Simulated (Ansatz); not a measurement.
AsH3 and related structures: several calculations on one system

Part 1: Relaxation

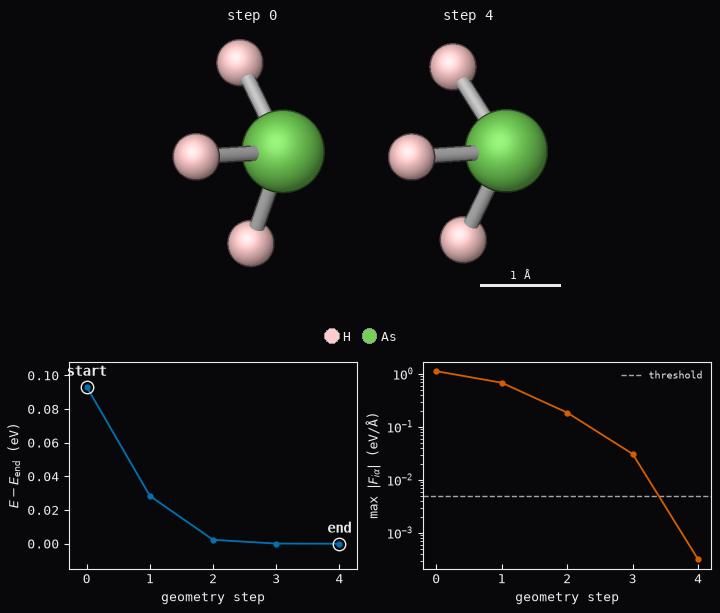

First and last geometry of a relaxation of AsH₃, with the history of the run. Style: ball-and-stick. Shown from a free direction.

It is one of the separated reactants of a reaction.

Computed with RKS PBE0-D4/def2-TZVP (Ansatz 0.2.0). Set-up: force threshold 0.005 eV/Å; at most 200 steps.

Read the history and describe the run.

It converged. The largest move after the best rigid fit is that of the As atom, 0.097 Å. By element the largest moves are As 0.097 Å, H 0.075 Å. Near-neighbour distances that change, for instance: As–H 1.504 → 1.522 Å. Among the angles between lasting bonds that change: H–As–H 99.4° → 92.0°. The energy falls by 0.093 eV in 4 geometry steps. Largest force component: 1.1 eV/Å at the start, 0.00032 eV/Å at the end. The run took 1.8 s on 4 threads of Arm Neoverse V2, with other jobs on the host.

Part 2: Relaxation

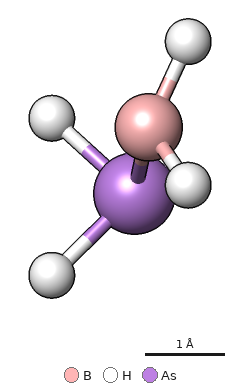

Starting structure of BAsH4. The picture is a ball-and-stick view, seen from a free direction.

It is one of the separated products of a reaction.

Method: RKS PBE0-D4/def2-TZVP (Ansatz).

Input file:
```yaml
crystal:
  periodic: [false, false, false]
  atoms:
    - {symbol: B, position_ang: [-0.714227, -0.339081, -0.624596]}
    - {symbol: H, position_ang: [-0.456918, -1.034484, -1.575019]}
    - {symbol: H, position_ang: [-1.804648, 0.170602, -0.689392]}
    - {symbol: As, position_ang: [-0.361742, -1.270749, 1.178695]}
    - {symbol: H, position_ang: [-0.311636, -0.009811, 2.041811]}
    - {symbol: H, position_ang: [1.162478, -1.327645, 1.073527]}
basis:
  gaussian: {orbitals: def2-TZVP}
hamiltonian: {xc: pbe0, dispersion: d4}
relax: {f_tol: 0.005, max_steps: 200}
```

Command:
```bash
ansatz run in.yaml --threads 4 --pin off --events-out ev --progress --plain --max-ram 9574MiB
```

> Predict the outcome.

B1 moves most after the best rigid fit: 0.23 Å. Largest moves by element: B 0.23 Å, H 0.10 Å, As 0.04 Å. Some distances before and after: B1–As4 2.060 → 1.979 Å, As4–H5 1.529 → 1.512 Å, B1–H2 1.205 → 1.193 Å. Among the angles between lasting bonds that change: H2–B1–H3 113.2° → 120.5°, H2–B1–As4 113.1° → 119.4°, H5–As4–H6 92.1° → 97.8°. After 6 geometry steps the energy has fallen by 10.3 kcal/mol. Largest force component: 2.3 eV/Å at the start, 0.0025 eV/Å at the end. The run took 4.9 s on 4 threads of Arm Neoverse V2, on a shared host.

Final geometry:

```xyz
6

B    -0.8482   -0.5193   -0.5835
H    -0.3656   -0.9842   -1.5705
H    -1.7522    0.2555   -0.6593
As   -0.3308   -1.2406    1.1852
H    -0.3579    0.0208    2.0180
H     1.1679   -1.3434    1.0153
```

After the run, drawn alike:

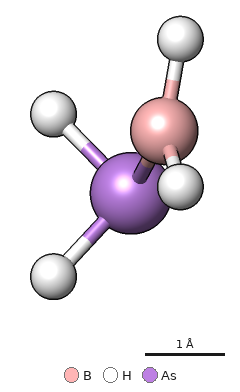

Part 3: Reaction

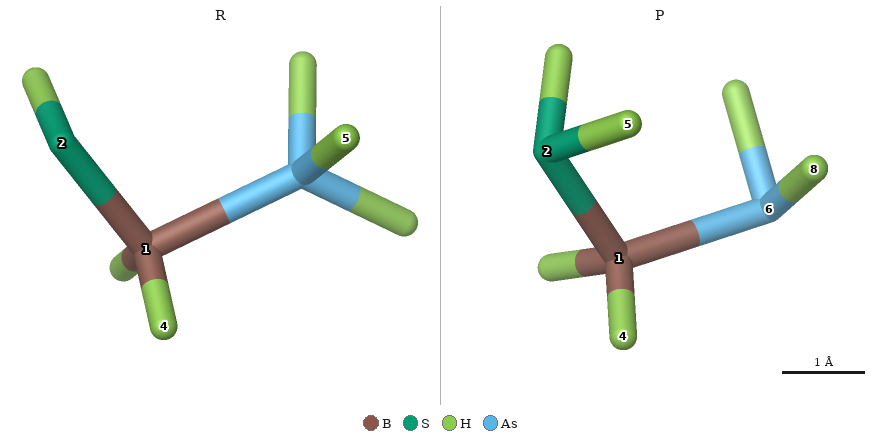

Reactant (R) and product (P) of one elementary step of BAsH6S. The picture is a stick view, seen at a tilt.

Stationary points at PBE0-D4/def2-TZVP, single-point energies with CCSD(T)/CBS (def2-TZVPP where no basis is named; Ansatz 0.2.0). The energies are electronic, without zero-point or thermal terms, and both ends are the minima reached downhill from the saddle, with any fragments still in contact. CCSD(T)/CBS stands for a frozen-core estimate: MP2 correlation extrapolated from def2-TZVPP and def2-QZVPP, CCSD(T) minus MP2 from the smaller set.

R:
```xyz
9

B    -0.5786   -0.0091   -0.9344
S     0.6202    1.3311   -1.4803
H    -0.4439   -1.0997   -1.4178
H    -1.7046    0.4073   -0.8683
H    -0.1189    0.9868    1.9169
As   -0.0718   -0.2776    1.1043
H     1.6784    0.5502   -1.7502
H    -0.7433   -1.2257    2.0799
H     1.3625   -0.6632    1.3497
```

P:
```xyz
9

B    -0.6986   -0.3744   -0.6220
S     0.4160    1.2066   -0.9793
H    -0.4123   -1.0780   -1.5580
H    -1.8052    0.0968   -0.7021
H     0.3033    1.8971    0.1718
As   -0.3257   -1.2605    1.2001
H     1.6457    0.7631   -0.6545
H    -0.3233    0.0171    2.0399
H     1.2002   -1.2677    1.1041
```

Q: What is the transition state like, and how high is the barrier?

A: From R over the saddle to P, a bond forms: S2–H5 (3.49 → 1.56 → 1.35 Å). A bond breaks: H5–As6 (1.50 → 2.03 → 3.38 Å). The saddle has one imaginary mode, 487i cm⁻¹. With CCSD(T)/CBS the barrier is 1.12 eV from R and 0.77 eV from P, and P lies 0.36 eV above R.

Saddle geometry:

```xyz
9

B    -0.6297   -0.1736   -0.6724
S     0.4357    1.5584   -0.9496
H    -0.2504   -0.9655   -1.4795
H    -1.7569    0.2226   -0.6698
H     0.2420    0.5511    0.2258
As   -0.3576   -1.1114    1.2326
H     1.6228    0.9858   -1.2090
H    -0.4692    0.0715    2.1870
H     1.1631   -1.1390    1.3347
```

The saddle point in the same view, with dashed sticks for the bonds that form or break:

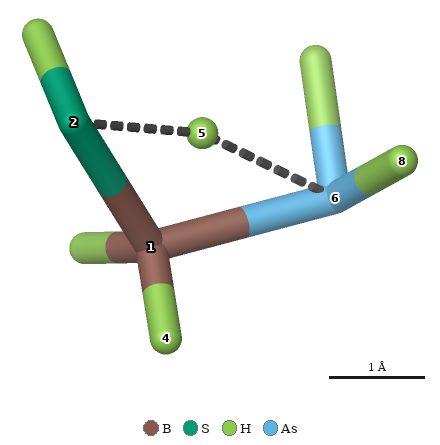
